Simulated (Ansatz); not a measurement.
**One shape, several levels: BH2OF (SMILES OBF)**

Aim: a comparison of 6 runs (HF/STO-3G, B2PLYP/STO-3G, CAM-B3LYP/STO-3G, UPBE/STO-3G, r2SCAN/STO-3G, CCSDT/STO-3G) of BH2OF. 

The calculation is run with Ansatz 0.2.0.

70 further runs of the same task are left out: 1 that didn't finish, 69 set aside as unsound or not needed.

## (1) The structure to begin with

The species is BH2OF (5 atoms), meant as a singlet with charge 0. SMILES: `OBF`. The B2–O1 distance was set to 2.016 Å, away from the relaxed value.

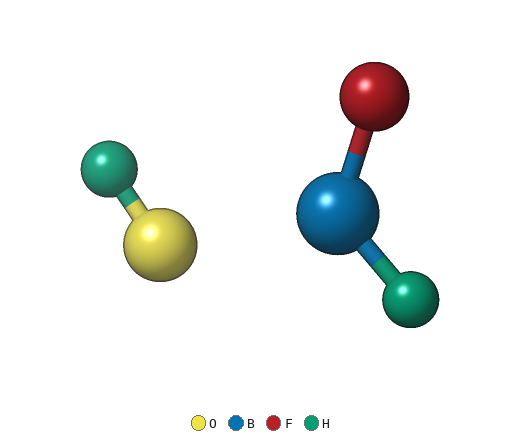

Viewed from a chosen angle; oxygen yellow, boron blue, fluorine red, hydrogen teal.

## (2) A single-point energy at HF/STO-3G (run 1)

File run.yaml:

```yaml
crystal:
  periodic: [false, false, false]
  atoms:
    - symbol: O
      position_ang: [-1.630568, 0.251195, 0.134801]
    - symbol: B
      position_ang: [0.365000, -0.030200, 0.201100]
    - symbol: F
      position_ang: [1.039200, -0.323700, -0.909500]
    - symbol: H
      position_ang: [-2.002368, 0.151195, -0.747899]
    - symbol: H
      position_ang: [0.948300, 0.065400, 1.236000]
basis:
  gaussian:
    orbitals: STO-3G
hamiltonian:
  xc: hf
accuracy: high
```

On the command line:

```
$ ansatz run run.yaml --threads 1 --pin off --max-ram 2610MiB --events-out events.jsonl --progress --plain --runs-dir runs
```

Standard output:

```text
Warning: RAYON_NUM_THREADS=1 ignored (pool sized by the plan → 1); use --threads N
Functional definition: HF
  name "HF"
  exchange = exact_x
  correlation = 0
291 factors; integrals over basis functions are off by at most 3.8e-8 eV
mean field evaluation 1: about -5364.1840 eV, gradient 3.4e1 eV
mean field evaluation 2: about -5364.2323 eV, gradient 3.4e1 eV
mean field evaluation 4: about -5369.5604 eV, gradient 3.0e0 eV
mean field evaluation 8: about -5369.6375 eV, gradient 1.2e-1 eV
mean field -5369.63759962 eV, -197.3305421150 hartree, gradient 1.8e-8 eV, S^2 0.000000; 0 other end points of the search recorded, 0 dependent functions left out
reference -5369.63759962 eV, -197.3305421150 hartree; 12, 12 occupied and 5, 5 virtual orbitals, 291 factors
Total energy: -5369.63759962 eV, -197.3305421150 hartree
```

It took 0.08 s on 1 thread of Arm Neoverse V1, shared host.

## (3) A single-point energy at B2PLYP/STO-3G (run 2)

File in.yaml:

```yaml
crystal:
  periodic: [false, false, false]
  atoms:
    - symbol: O
      position_ang: [-1.630568, 0.251195, 0.134801]
    - symbol: B
      position_ang: [0.365000, -0.030200, 0.201100]
    - symbol: F
      position_ang: [1.039200, -0.323700, -0.909500]
    - symbol: H
      position_ang: [-2.002368, 0.151195, -0.747899]
    - symbol: H
      position_ang: [0.948300, 0.065400, 1.236000]
basis:
  gaussian:
    orbitals: STO-3G
total_charge: 0
hamiltonian:
  xc: {name: B2PLYP}
correlation:
  frozen_orbitals: {B: 1, F: 1, H: 0, O: 1}
accuracy: high
```

On the command line:

```
$ ansatz run in.yaml --threads 1 --pin off --max-ram 2610MiB --events-out events.jsonl --progress --plain --runs-dir runs
```

Standard output (excerpt; [...] marks lines left out):

```text
Warning: RAYON_NUM_THREADS=1 ignored (pool sized by the plan → 1); use --threads N
Functional definition: B2PLYP
  name "B2PLYP"
[...]
291 factors; integrals over basis functions are off by at most 3.8e-8 eV
[...]
mean field -5386.37843533 eV, -197.9457564801 hartree, gradient 1.5e-8 eV, S^2 0.000000; 0 other end points of the search recorded, 0 dependent functions left out
3 core orbitals not correlated: weight in the atoms' cores, before any rotation towards them, 1.000 or more for the frozen orbitals, at most 0.000 for the correlated occupied ones
reference -5386.37845057 eV, -197.9457570400 hartree; 9, 9 occupied and 5, 5 virtual orbitals, 291 factors
second order -4.88110724 eV of doubles, -0.00000000 eV of singles
Total energy: -5387.69634952 eV, -197.9941889332 hartree
```

Run time: 1.4 s. Hardware: 1 thread of Arm Neoverse V1, shared host; peak memory 0.095 GiB.

Runs 3 to 5 aren't shown in full; the table further down has their settings and results.

## (4) The energy at CCSDT/STO-3G (run 6)

File in.yaml:

```yaml
crystal:
  periodic: [false, false, false]
  atoms:
    - {symbol: O, position_ang: [-1.630568, 0.251195, 0.134801]}
    - {symbol: B, position_ang: [0.365000, -0.030200, 0.201100]}
    - {symbol: F, position_ang: [1.039200, -0.323700, -0.909500]}
    - {symbol: H, position_ang: [-2.002368, 0.151195, -0.747899]}
    - {symbol: H, position_ang: [0.948300, 0.065400, 1.236000]}
basis:
  gaussian: {orbitals: STO-3G}
magnetization: {spin_polarized: false, initial_magnetization: 0}
accuracy: high
correlation: {method: ccsdt, frozen_orbitals: {B: 1, F: 1, H: 0, O: 1}}
scf: {omitted_lower_state_checks: [cluster_reference, increment]}
```

On the command line:

```
$ ansatz run in.yaml --threads 1 --pin off --max-ram 2610MiB --events-out events.jsonl --progress --plain --runs-dir runs
```

Standard output:

```text
Warning: RAYON_NUM_THREADS=1 ignored (pool sized by the plan → 1); use --threads N
[... 11 lines left out ...]
3 core orbitals not correlated: weight in the atoms' cores, before any rotation towards them, 1.000 or more for the frozen orbitals, at most 0.000 for the correlated occupied ones
[... 33 lines left out ...]
Total energy: -5374.15118151 eV, -197.4964131898 hartree
Checks for a lower state left out: cluster_reference, increment
```

It took 0.62 s on 1 thread of Arm Neoverse V1, shared host.

## (5) All runs side by side

| run | level | frozen core orbitals | energy (Eh) | wall time |
| --- | --- | --- | --- | --- |
| 1 | HF/STO-3G | – | -197.330542 | 0.08 s |
| 2 | B2PLYP/STO-3G | 3 | -197.994189 | 1.4 s |
| 3 | CAM-B3LYP/STO-3G | – | -198.156286 | 1.1 s |
| 4 | UPBE/STO-3G | – | -198.047075 | 1.5 s |
| 5 | r2SCAN/STO-3G | – | -198.190466 | 2.3 s |
| 6 | CCSDT/STO-3G | 3 | -197.496413 | 0.62 s |

## (6) What came out

| quantity | value |
| --- | --- |
| run 6: total energy | -197.49641 Eh |
| run 6: correlation energy (3 core orbitals frozen) | -165.9 mEh |
| run 6: T1 diagnostic | 0.026 |

**Reading.** Totals of different functionals can't be ranked against each other. In run 6 the log says that unrestricted orbitals would lower the reference, so the values rest on an unstable closed-shell determinant (other closed-shell runs at this shape may share the fault). In runs 1, 2, 3, 4, 5, 6 the basis is minimal, so the values are rough. All runs together took 6.9 s, the longest 2.3 s.
